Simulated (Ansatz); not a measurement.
Nudged elastic band, with input and output: ZnH2ClO2

The run: nudged elastic band of ZnH2ClO2, multiplicity 2. Method and program: UKS B3LYP/def2-SVP (Ansatz 0.2.0).

One setting was made poor on purpose. It belongs to a series of runs on one base structure; here: band between the two ends. Figures and captions count atoms from 1; the log counts them from 0 in places.

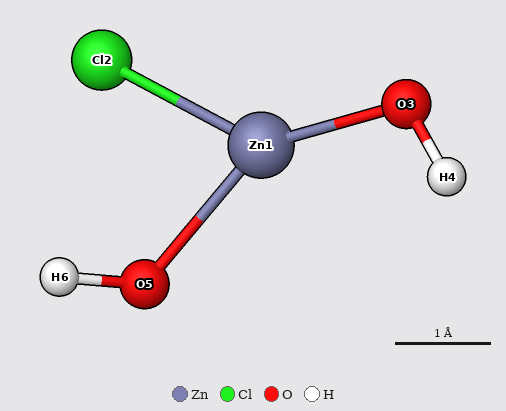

**Figure 1.** The starting structure (ball-and-stick view, seen at a tilt; atoms are numbered from 1 in the order of the input). Sticks mark near contacts.

## The input
```yaml
crystal:
  periodic: [false, false, false]
  atoms:
    - { symbol: Zn, position_ang: [-0.07987, -0.085968, 0.928521] }
    - { symbol: Cl, position_ang: [-0.129365, 1.752847, 2.272189] }
    - { symbol: O, position_ang: [0.130569, -0.579728, -0.780007] }
    - { symbol: H, position_ang: [0.036516, -1.534324, -0.901692] }
    - { symbol: O, position_ang: [-0.46432, -0.709052, 2.750801] }
    - { symbol: H, position_ang: [0.246769, -0.562275, 3.400189] }
magnetization:
  spin_polarized: true
  initial_magnetization: 1
basis:
  gaussian: { orbitals: def2-SVP }
hamiltonian:
  xc: b3lyp
neb:
  order_check: false
  images: 2
  f_tol: 0.05
  max_iterations: 60
  climbing: false
  final_atoms:
    - { symbol: Zn, position_ang: [0.00733377, -0.08812935, 0.93232943] }
    - { symbol: Cl, position_ang: [-0.09039986, 1.75357363, 2.272059] }
    - { symbol: O, position_ang: [-0.08049485, -0.5841823, -0.78545857] }
    - { symbol: H, position_ang: [0.07106047, -1.5311749, -0.90464445] }
    - { symbol: O, position_ang: [0.29479824, -0.69518642, 2.77728268] }
    - { symbol: H, position_ang: [-0.46199877, -0.57340066, 3.37843292] }
  initial_path:
    images:
      - { positions_ang: [[-0.07987, -0.085968, 0.928521], [-0.129365, 1.752847, 2.272189], [0.130569, -0.579728, -0.780007], [0.036516, -1.534324, -0.901692], [-0.46432, -0.709052, 2.750801], [0.246769, -0.562275, 3.400189]] }
      - { positions_ang: [[-0.11364841, -0.19321582, 0.29023905], [-0.09618399, 0.72984367, 2.36854901], [-0.06791707, -0.58074098, -1.45133972], [0.27173131, -1.44496844, -1.62458029], [-0.18205669, 0.14460383, 3.76563452], [-0.07162615, -0.37402226, 4.32149844]] }
      - { positions_ang: [[-0.08458049, -0.19393627, 0.29150853], [-0.08319561, 0.73008588, 2.36850567], [-0.13827169, -0.58222575, -1.45315692], [0.28324613, -1.44391875, -1.62556444], [0.07098272, 0.1492257, 3.77446175], [-0.30788207, -0.37773081, 4.31424641]] }
      - { positions_ang: [[0.00733377, -0.08812935, 0.93232943], [-0.09039986, 1.75357363, 2.272059], [-0.08049485, -0.5841823, -0.78545857], [0.07106047, -1.5311749, -0.90464445], [0.29479824, -0.69518642, 2.77728268], [-0.46199877, -0.57340066, 3.37843292]] }
```

Machine: 2 threads of Arm Neoverse V1, 24 GiB of memory available, shared host.

Launched with:
```bash
ansatz run input.yaml --threads 2 --pin off --max-ram 3072MiB --backend cpu --events-out ev --progress --plain --runs-dir out
```

## Output
```
Engine: ansatz 0.2.0, aarch64-unknown-linux-gnu
Functional definition: B3LYP
  parameter a0 = 0.2
  parameter ax = 0.72
  parameter ac = 0.81
  exchange = (1 - a0 - ax)*slater_x + ax*b88_x + a0*exact_x
  correlation = (1 - ac)*vwn_rpa_c + ac*lyp_c
881 factors; integrals over basis functions are off by at most 3.0e-4 eV
mean field evaluation 1: about -65043.5115 eV, gradient 6.0e1 eV
mean field evaluation 2: about -64986.4322 eV, gradient 1.3e2 eV
mean field evaluation 4: about -65056.0771 eV, gradient 1.0e1 eV
mean field evaluation 8: about -65056.4536 eV, gradient 2.7e-1 eV
mean field evaluation 16: about -65056.5265 eV, gradient 7.3e-4 eV
mean field -65056.52653462 eV, -2390.7832532499 hartree, gradient 4.0e-5 eV, S^2 0.754755; 2 other end points of the search recorded, 0 dependent functions left out
the calculation of the forces begins
reference -65056.52676979 eV, -2390.7832618922 hartree; 33, 32 occupied and 54, 55 virtual orbitals, 881 factors
881 factors; integrals over basis functions are off by at most 4.6e-4 eV
mean field evaluation 32: about -65056.4480 eV, gradient 1.0e0 eV
mean field -65056.52653528 eV, -2390.7832532741 hartree, gradient 3.9e-5 eV, S^2 0.754757; 2 other end points of the search recorded, 0 dependent functions left out
[... from here on the field's lines of each further geometry are left out, up to the last ...]
NEB iter   1: max|band force component| = 1.561e1 eV/Å  barrier→ = 6.7331 eV  barrier← = 6.7331 eV  Δτ_max = 0.1530 Å  (162 SCF iters)
NEB iter   2: max|band force component| = 7.407e0 eV/Å  barrier→ = 4.8416 eV  barrier← = 4.8416 eV  Δτ_max = 0.1906 Å  (85 SCF iters)
NEB iter   3: max|band force component| = 6.156e0 eV/Å  barrier→ = 3.6621 eV  barrier← = 3.6621 eV  Δτ_max = 0.1895 Å  (80 SCF iters)
NEB iter   4: max|band force component| = 4.862e0 eV/Å  barrier→ = 2.5334 eV  barrier← = 2.5334 eV  Δτ_max = 0.2000 Å  (85 SCF iters)
NEB iter   5: max|band force component| = 3.297e0 eV/Å  barrier→ = 1.9285 eV  barrier← = 1.9285 eV  Δτ_max = 0.1961 Å  (85 SCF iters)
NEB iter   6: max|band force component| = 3.583e0 eV/Å  barrier→ = 1.7729 eV  barrier← = 1.7729 eV  Δτ_max = 0.0974 Å  (88 SCF iters)
NEB iter   7: max|band force component| = 3.106e0 eV/Å  barrier→ = 1.6793 eV  barrier← = 1.6793 eV  Δτ_max = 0.0968 Å  (85 SCF iters)
NEB iter   8: max|band force component| = 2.190e0 eV/Å  barrier→ = 1.3911 eV  barrier← = 1.3911 eV  Δτ_max = 0.1013 Å  (86 SCF iters)
NEB iter   9: max|band force component| = 1.384e0 eV/Å  barrier→ = 0.9794 eV  barrier← = 0.9794 eV  Δτ_max = 0.1016 Å  (101 SCF iters)
NEB iter  10: max|band force component| = 1.118e0 eV/Å  barrier→ = 0.8461 eV  barrier← = 0.8461 eV  Δτ_max = 0.1008 Å  (102 SCF iters)
NEB iter  11: max|band force component| = 6.629e-1 eV/Å  barrier→ = 0.7471 eV  barrier← = 0.7471 eV  Δτ_max = 0.1959 Å  (101 SCF iters)
NEB iter  12: max|band force component| = 6.974e-1 eV/Å  barrier→ = 0.6148 eV  barrier← = 0.6148 eV  Δτ_max = 0.1964 Å  (119 SCF iters)
NEB iter  13: max|band force component| = 6.253e-1 eV/Å  barrier→ = 0.4875 eV  barrier← = 0.4875 eV  Δτ_max = 0.2000 Å  (116 SCF iters)
NEB iter  14: max|band force component| = 8.978e-1 eV/Å  barrier→ = 0.2814 eV  barrier← = 0.2814 eV  Δτ_max = 0.2000 Å  (96 SCF iters)
NEB iter  15: max|band force component| = 1.820e0 eV/Å  barrier→ = 0.2243 eV  barrier← = 0.2243 eV  Δτ_max = 0.0999 Å  (98 SCF iters)
NEB iter  16: max|band force component| = 6.153e-1 eV/Å  barrier→ = 0.0892 eV  barrier← = 0.0892 eV  Δτ_max = 0.1888 Å  (97 SCF iters)
NEB iter  17: max|band force component| = 2.961e-1 eV/Å  barrier→ = 0.0733 eV  barrier← = 0.0733 eV  Δτ_max = 0.0820 Å  (91 SCF iters)
NEB iter  18: max|band force component| = 2.221e-1 eV/Å  barrier→ = 0.0692 eV  barrier← = 0.0692 eV  Δτ_max = 0.0481 Å  (87 SCF iters)
NEB iter  19: max|band force component| = 1.043e-1 eV/Å  barrier→ = 0.0657 eV  barrier← = 0.0657 eV  Δτ_max = 0.0685 Å  (84 SCF iters)
NEB iter  20: max|band force component| = 7.671e-2 eV/Å  barrier→ = 0.0624 eV  barrier← = 0.0624 eV  Δτ_max = 0.1102 Å  (86 SCF iters)
NEB iter  21: max|band force component| = 9.668e-2 eV/Å  barrier→ = 0.0583 eV  barrier← = 0.0583 eV  Δτ_max = 0.0560 Å  (83 SCF iters)
NEB iter  22: max|band force component| = 9.626e-2 eV/Å  barrier→ = 0.0478 eV  barrier← = 0.0478 eV  Δτ_max = 0.0561 Å  (83 SCF iters)
NEB iter  23: max|band force component| = 8.372e-2 eV/Å  barrier→ = 0.0369 eV  barrier← = 0.0369 eV  Δτ_max = 0.0558 Å  (82 SCF iters)
NEB iter  24: max|band force component| = 8.819e-2 eV/Å  barrier→ = 0.0249 eV  barrier← = 0.0249 eV  Δτ_max = 0.1111 Å  (83 SCF iters)
NEB iter  25: max|band force component| = 9.604e-2 eV/Å  barrier→ = 0.0067 eV  barrier← = 0.0067 eV  Δτ_max = 0.0563 Å  (82 SCF iters)
NEB iter  26: max|band force component| = 9.872e-2 eV/Å  barrier→ = 0.0000 eV  barrier← = 0.0000 eV  Δτ_max = 0.0282 Å  (82 SCF iters)
NEB iter  27: max|band force component| = 6.707e-2 eV/Å  barrier→ = 0.0000 eV  barrier← = 0.0000 eV  Δτ_max = 0.0281 Å  (85 SCF iters)
the calculation of the forces begins
reference -65056.53278725 eV, -2390.7834830297 hartree; 33, 32 occupied and 54, 55 virtual orbitals, 881 factors
881 factors; integrals over basis functions are off by at most 4.4e-4 eV
mean field -65056.54331925 eV, -2390.7838700736 hartree, gradient 1.5e-5 eV, S^2 0.754636; 3 other end points of the search recorded, 0 dependent functions left out
the calculation of the forces begins
reference -65056.54355442 eV, -2390.7838787158 hartree; 33, 32 occupied and 54, 55 virtual orbitals, 881 factors
NEB iter  28: max|band force component| = 3.447e-2 eV/Å  barrier→ = 0.0000 eV  barrier← = 0.0000 eV  Δτ_max = 0.0000 Å  (181 SCF iters)
```

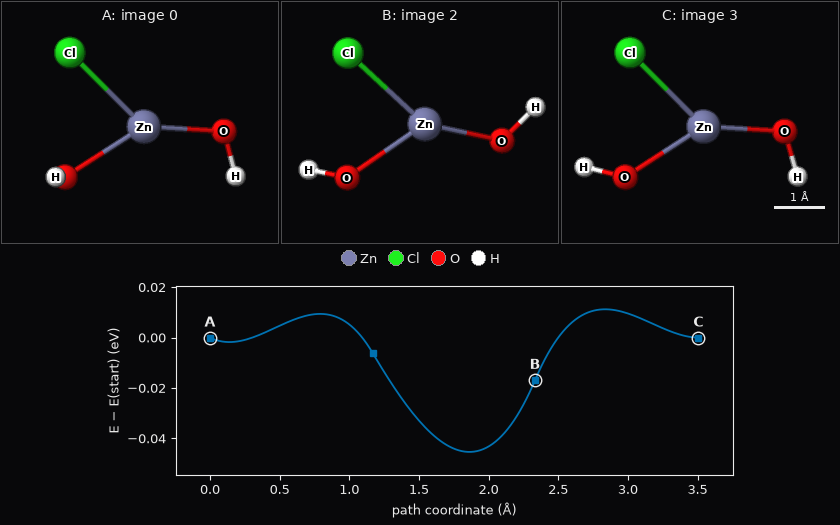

**Figure 2.** Images of the last band (counted from 0; ball-and-stick, seen at a tilt) above the energy along the path; the line is a cubic interpolation that uses the forces. No image lies above both ends; the end is 0.000 eV below the start. The path is 3.51 Å long. The band converged in 28 iterations.

```
Total energy: -65056.52676979 eV, -2390.7832618922 hartree
Atom 0 at    -0.079870    -0.085968     0.928521 Å, force    -0.001801    -0.007020     0.000660 eV/Å
Atom 1 at    -0.129365     1.752847     2.272189 Å, force     0.000003     0.003741     0.002213 eV/Å
Atom 2 at     0.130569    -0.579728    -0.780007 Å, force    -0.001736    -0.022200    -0.000880 eV/Å
Atom 3 at     0.036516    -1.534324    -0.901692 Å, force     0.002131     0.023120     0.001139 eV/Å
Atom 4 at    -0.464320    -0.709052     2.750801 Å, force     0.001791     0.002476    -0.003589 eV/Å
Atom 5 at     0.246769    -0.562275     3.400189 Å, force    -0.000388    -0.000116     0.000457 eV/Å
Dipole moment:     0.179943    -0.436379     0.341768 e Å
this run last wrote the band of iteration 28 to [file]
```

## The last band as extended XYZ (Å, eV, eV/Å)
```
6
Properties=species:S:1:pos:R:3:forces:R:3 image=0 energy=-65056.52653
Zn   -0.0799   -0.0860    0.9285   -0.0018  -0.0070   0.0007
Cl   -0.1294    1.7528    2.2722    0.0000   0.0037   0.0022
O     0.1306   -0.5797   -0.7800   -0.0017  -0.0222  -0.0009
H     0.0365   -1.5343   -0.9017    0.0021   0.0231   0.0011
O    -0.4643   -0.7091    2.7508    0.0018   0.0025  -0.0036
H     0.2468   -0.5623    3.4002   -0.0004  -0.0001   0.0005
6
Properties=species:S:1:pos:R:3:forces:R:3 image=1 energy=-65056.53255
Zn   -0.1251   -0.2387    0.9792   -0.0106  -0.0098  -0.0106
Cl    0.4703    1.6736    2.0695    0.0242  -0.0155  -0.0167
O    -0.3065   -1.2009   -0.5174   -0.0431  -0.0952   0.0714
H     0.3460   -1.0142   -1.2008    0.0563   0.0987  -0.0872
O    -0.6845   -0.4423    2.8454   -0.0229   0.0114   0.0380
H     0.0402   -0.4960    3.4941   -0.0039   0.0105   0.0050
6
Properties=species:S:1:pos:R:3:forces:R:3 image=2 energy=-65056.54332
Zn    0.0512   -0.2716    1.0032    0.0015  -0.0253   0.0131
Cl   -0.1247    1.7524    2.0319    0.0055  -0.0063  -0.0130
O    -0.0281   -1.3116   -0.4487    0.0227  -0.0898   0.0604
H     0.1406   -0.8543   -1.2794   -0.0079   0.0969  -0.0970
O     0.2628   -0.5855    2.9298   -0.0897   0.0077   0.0199
H    -0.5615   -0.4478    3.4333    0.0679   0.0168   0.0167
6
Properties=species:S:1:pos:R:3:forces:R:3 image=3 energy=-65056.52653
Zn    0.0073   -0.0881    0.9323    0.0023   0.0028   0.0190
Cl   -0.0904    1.7536    2.2721   -0.0009  -0.0022  -0.0004
O    -0.0805   -0.5842   -0.7855    0.0013  -0.0034  -0.0113
H     0.0711   -1.5312   -0.9046   -0.0020  -0.0005  -0.0008
O     0.2948   -0.6952    2.7773   -0.0027   0.0032  -0.0053
H    -0.4620   -0.5734    3.3784    0.0019   0.0000  -0.0012
```

## Key numbers

- outcome: converged
- barrier, forward: 0.000 eV
- barrier, backward: 0.000 eV
- wall time: 3.7 min (CPU time 7.3 min)
- peak memory: 0.27 GiB

A deliberately poor setting: few images. The order of the saddle point was not checked.
